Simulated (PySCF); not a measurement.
# Excited-state calculation of C$_{2}$H$_{4}$OS$_{2}$Si

System: C$_{2}$H$_{4}$OS$_{2}$Si.
Method: TDDFT wB97X-D/def2-SVPD, vertical, gas phase, core orbitals frozen in the response (PySCF 2.14.0).

The geometry comes from this level: GFN2-xTB.

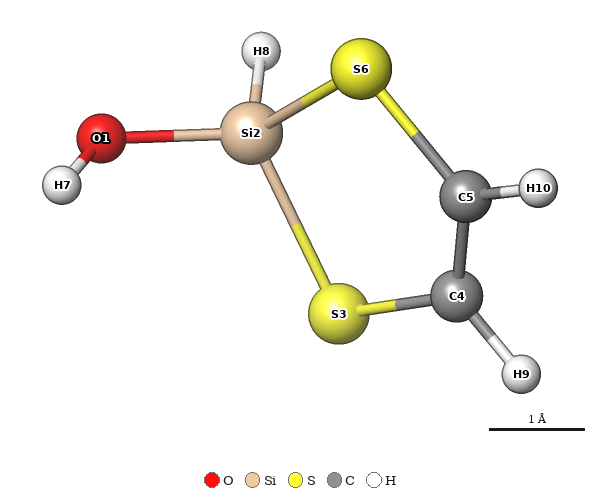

**Figure 1.** The structure as given in the input (ball-and-stick view, seen at a tilt; atoms are numbered from 1 in the order of the input). Bond lengths as drawn: C–C 1.33 Å, C–H 1.08 Å, C–S 1.75 Å, H–O 0.96 Å, H–Si 1.44 Å, O–Si 1.61 Å and S–Si 2.15 Å.

Summary

```csv
quantity,value
outcome,converged
total energy,−1239.303662 hartree
HOMO,−8.11 eV
LUMO,1.27 eV
dipole moment,1.32 D
mean polarisability,86.65 a.u.
lowest singlet excitation,4.75 eV
hardware,"1 CPU thread, shared host"
wall time,50 s
peak memory,0.71 GiB
```

The input
```
{"job": {"kind": "uv", "xc": "wB97X-D", "basis": "def2-SVPD", "nstates": 8, "ntriplets": 3}, "charge": 0, "multiplicity": 1}
O     -2.559279    -0.169997     0.680756
Si    -1.151411    -0.647993     0.057968
S      0.398502    -0.994252     1.506680
C      1.605686     0.029854     0.761410
C      1.379015     0.769507    -0.318925
S     -0.158872     0.826290    -1.151347
H     -2.680360     0.599895     1.234370
H     -1.512196    -1.835795    -0.679813
H      2.555762     0.022276     1.267041
H      2.132035     1.404869    -0.751904
```

The first line tells a small driver script what to run in PySCF; the rest is the geometry in Å.

Command:
```bash
OMP_NUM_THREADS=1 python <driver script> task.json out
```

The program's output
```
coarse grid: 10616 points
cycle   1  E = -1239.0657549196  dE =  1.035e+00  |g| = 6.755e-01  |ddm| = 4.965e+00
cycle   2  E = -1239.0479269520  dE =  1.783e-02  |g| = 7.918e-01  |ddm| = 1.787e+00
cycle   3  E = -1239.1640738404  dE = -1.161e-01  |g| = 6.004e-02  |ddm| = 8.861e-01
cycle   4  E = -1239.1649591823  dE = -8.853e-04  |g| = 2.231e-02  |ddm| = 1.587e-01
cycle   5  E = -1239.1651166166  dE = -1.574e-04  |g| = 5.704e-03  |ddm| = 6.389e-02
cycle   6  E = -1239.1651294694  dE = -1.285e-05  |g| = 1.528e-03  |ddm| = 2.829e-02
cycle   7  E = -1239.1651305371  dE = -1.068e-06  |g| = 6.246e-04  |ddm| = 4.223e-03
final grid: 90536 points
cycle   8  E = -1239.3036551672  dE = -7.744e-05  |g| = 5.230e-03  |ddm| = 1.020e-01
cycle   9  E = -1239.3036584450  dE = -3.278e-06  |g| = 3.924e-03  |ddm| = 1.856e-02
cycle  10  E = -1239.3036620012  dE = -3.556e-06  |g| = 7.968e-04  |ddm| = 7.487e-03
cycle  11  E = -1239.3036621512  dE = -1.500e-07  |g| = 2.586e-04  |ddm| = 1.336e-03
cycle  12  E = -1239.3036621721  dE = -2.091e-08  |g| = 7.941e-05  |ddm| = 6.771e-04
cycle  13  E = -1239.3036621743  dE = -2.182e-09  |g| = 2.924e-05  |ddm| = 2.724e-04
cycle  14  E = -1239.3036621747  dE = -3.331e-10  |g| = 7.938e-06  |ddm| = 8.070e-05
```

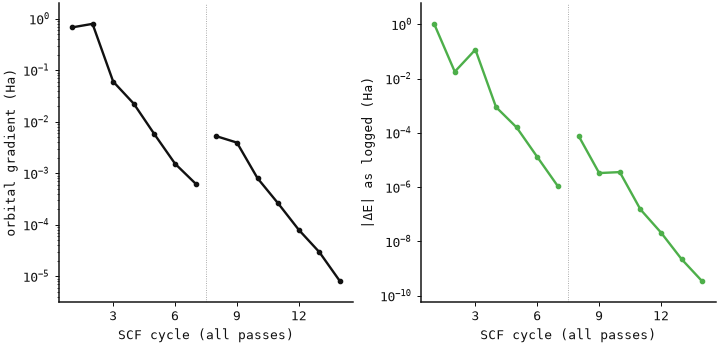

**Figure 2.** Convergence of the self-consistent field: orbital gradient and size of the energy change against the SCF cycle. The dotted line marks the change from a coarse to the final integration grid. The first 7 cycles use a coarse grid, the final grid takes over at cycle 8, and the field converges after 14 cycles in all.

```
converged SCF energy = -1239.3036621747

Static polarisability (au): isotropic 86.649, principal 66.383 94.563 99.001

Singlet excitations
state   eV       nm        f      main configurations
  1   4.7507    261.0   0.00296   H->L 0.88
  2   5.2946    234.2   0.07931   H->L+1 0.95
  3   6.0471    205.0   0.05014   H->L+2 0.84
  4   6.1135    202.8   0.01394   H->L+3 0.44, H-1->L 0.32, H->L+5 0.12
  5   6.3880    194.1   0.00567   H->L+4 0.45, H->L+7 0.38
  6   6.4363    192.6   0.01535   H->L+3 0.34, H-1->L 0.31, H->L+9 0.16
  7   6.6521    186.4   0.02048   H->L+6 0.80
  8   6.8852    180.1   0.03478   H-1->L+1 0.63, H->L+7 0.15, H->L+4 0.12

Triplet excitations (Tamm-Dancoff, eV): 3.7313 4.4833 5.7644
```

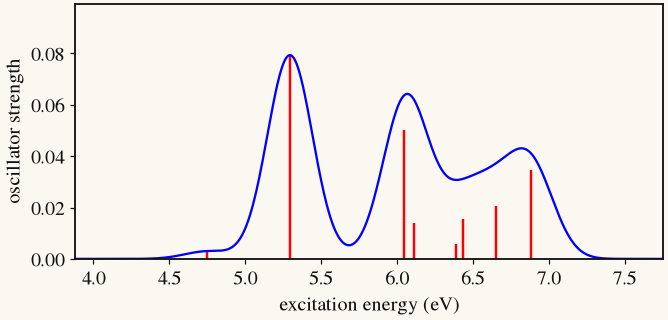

**Figure 3.** Computed excitations as sticks (degenerate states added up, dark ones marked on the axis), with a Gaussian envelope of 0.35 eV full width at half maximum, scaled to the tallest. Of the 8 states the lowest lies at 4.75 eV (f = 0.003); the strongest line is at 5.29 eV, or 234 nm (f = 0.079).

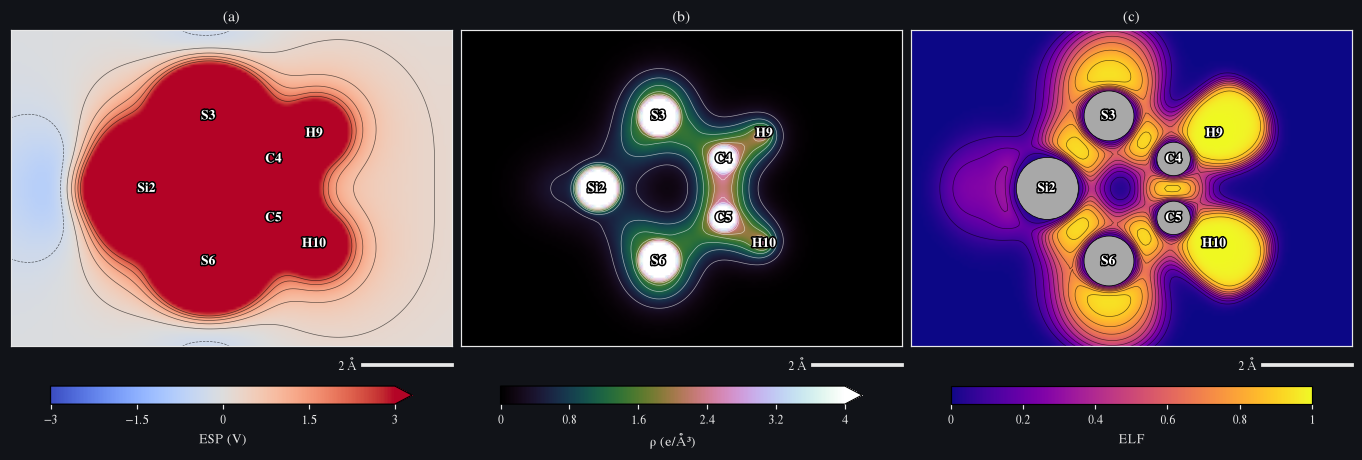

**Figure 4.** (a) molecular electrostatic potential; (b) electron density; (c) electron localisation function on the plane of atoms S3, C4 and C5. Grey discs, where drawn, cover atomic cores. Atoms in the plane: Si, S, C and H. C–C (1.33 Å): ρ is about 2.3 e/Å³ halfway; the ELF peaks at about 0.90 between the atoms (a double or triple bond). C–S (1.75 Å): ρ at the midpoint is about 1.4 e/Å³; the ELF peaks at about 0.95 between the atoms (localised, shared-pair bonding).

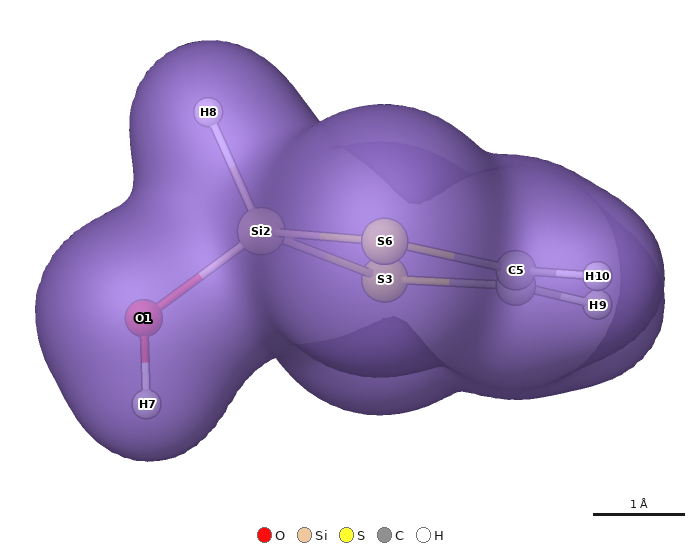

**Figure 5.** Isosurface of the electron density at 0.1 e/Å³ (purple), seen from the side. At this value the surface is in one piece. On the grid the lowest density along these lines, outside the cores, is 2.3 e/Å³ (C–C, 1.33 Å), 1 e/Å³ (Si–O, 1.61 Å), 1.4 e/Å³ (C–S, 1.75 Å) and 0.64 e/Å³ (Si–S, 2.15 Å).
